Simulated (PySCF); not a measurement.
## A study: C$_{3}$H$_{9}$Si, doublet, SMILES `C[CH]C[SiH3]`

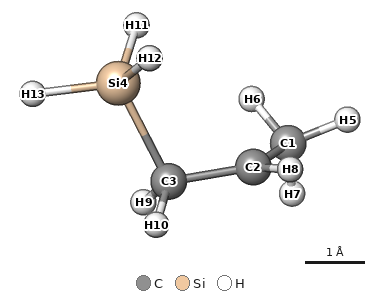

The molecule, with its atoms numbered as below. No frequency check shows the geometry to be a minimum.

Cartesian coordinates (Å):

```
C1       2.0746    0.5315   -0.1391
C2       1.1152   -0.4353    0.4413
C3      -0.0451   -0.8973   -0.3173
Si4     -1.5195    0.3001    0.0407
H5       2.7065    0.9739    0.6278
H6       1.5502    1.3322   -0.6686
H7       2.7296    0.0501   -0.8759
H8       1.2297   -0.7445    1.4650
H9       0.1555   -0.8922   -1.3888
H10     -0.3425   -1.9043   -0.0254
H11     -1.1022    1.6509   -0.3358
H12     -1.8284    0.2268    1.4676
H13     -2.6942   -0.0871   -0.7450
```

## 1. Bonding charge

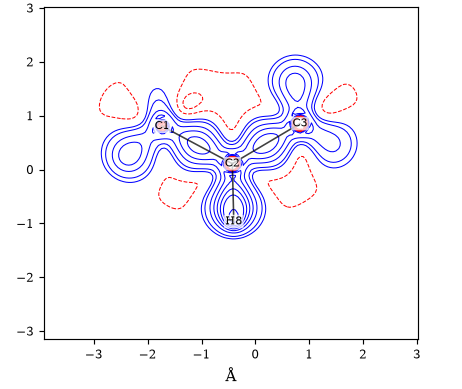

Deformation density (molecule less spherical, spin-averaged free atoms) in the plane of C1, C2, C3 and H8; contours at ±0.05 to ±0.8 e/Å³; solid blue lines: gain, dashed red lines: loss.

Level of theory: BP86/def2-SVPD (PySCF), at a geometry from GFN2-xTB. The stability of the open-shell solution wasn't checked. GFN2-xTB doesn't know the spin state, so this open-shell geometry is rough.

Describe the bonding that the map shows.

Answer. C2–H8: +0.68 e/Å³ at the bond critical point (bond length 1.07 Å). C2–C3: +0.48 e/Å³ at the bond critical point (bond length 1.46 Å). C1–C2: +0.47 e/Å³ at the bond critical point (bond length 1.48 Å). In all, 2.6 electrons gather in the regions of gain relative to the promolecule.

Where do the Hirshfeld charges lie?

Answer. The highest Hirshfeld charge is on Si4 (+0.29 e), the lowest on C3 (−0.14 e).

## 2. Local ionisation energy

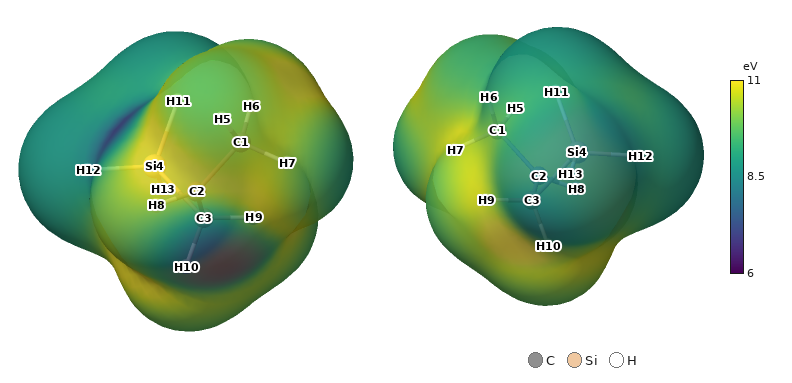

Average local ionisation energy on the surface of electron density 0.001 a.u. (back view left, front view right).

Where are the most loosely bound electrons on this surface?

Answer. The lowest value is 6.7 eV, over C2, off the plane of its three bonds (2.1 Å). Further minima include 8.4 eV, 1.5 Å from H13; 9.1 eV, 1.4 Å from H7; 9.7 eV, 1.4 Å from H9. For comparison, the highest occupied orbital lies at −3.9 eV.

## 3. Spin density

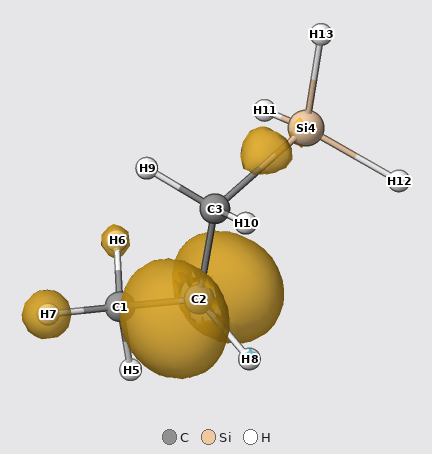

Spin density ρα − ρβ at ±0.05 e/Å³ (yellow: excess α, teal: excess β).

Where is the unpaired spin?

Answer. Hirshfeld spin populations: C2 +0.61, Si4 +0.09, C3 +0.06, C1 +0.05 and H8 +0.05. ⟨S²⟩ = 0.75, as for a pure state.

## 4. In an electric field

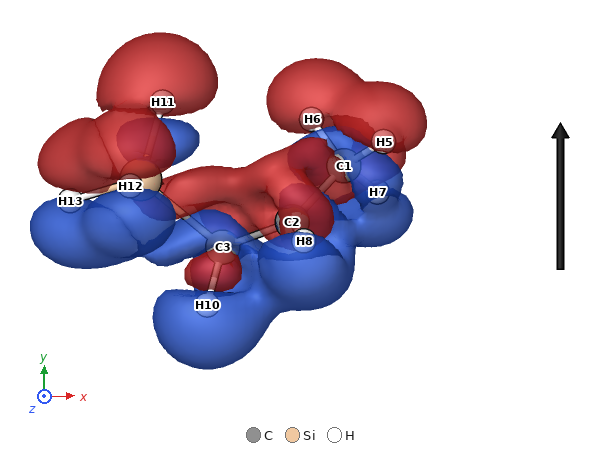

Change of the electron density in a uniform field of 0.10 V/Å along +y (arrow), surfaces at ±0.0005 e/Å³ (blue: gain, red: loss).

Method: PBE0/aug-cc-pVDZ; geometry: GFN2-xTB; program: PySCF. The stability of the open-shell solution wasn't checked. GFN2-xTB doesn't know the spin state, so this open-shell geometry is rough.

The field was applied in both directions; the picture shows the one opposite to the script's first.

How large is the response?

Answer. The induced dipole is 0.32 D (along the field); α along this axis, from the fields in both directions, is 63 bohr³ (9.3 Å³).

## 5. Removing or adding an electron

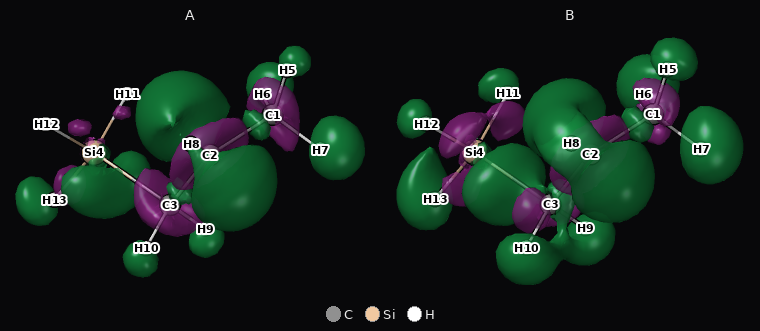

The two Fukui functions at ±0.02 e/Å³ (green positive, purple negative).

Computed with PySCF, BP86/def2-SVPD, geometry: GFN2-xTB. GFN2-xTB doesn't know the spin state, so this open-shell geometry is rough.

Which panel is f⁻ (electron removed) and which f⁺ (electron added)?

Answer. A is f⁺, B is f⁻. f⁻ (Hirshfeld-condensed) is largest on C2 (0.24); the vertical ionisation energy is 7.00 eV (to the singlet cation, which needn't be its lowest state). f⁺ (Hirshfeld-condensed) is largest on C2 (0.21) and Si4 (0.19); the vertical electron affinity is −0.29 eV (to the singlet anion, which needn't be its lowest state; negative: at this level and geometry the extra electron isn't bound, and the finite basis holds it).
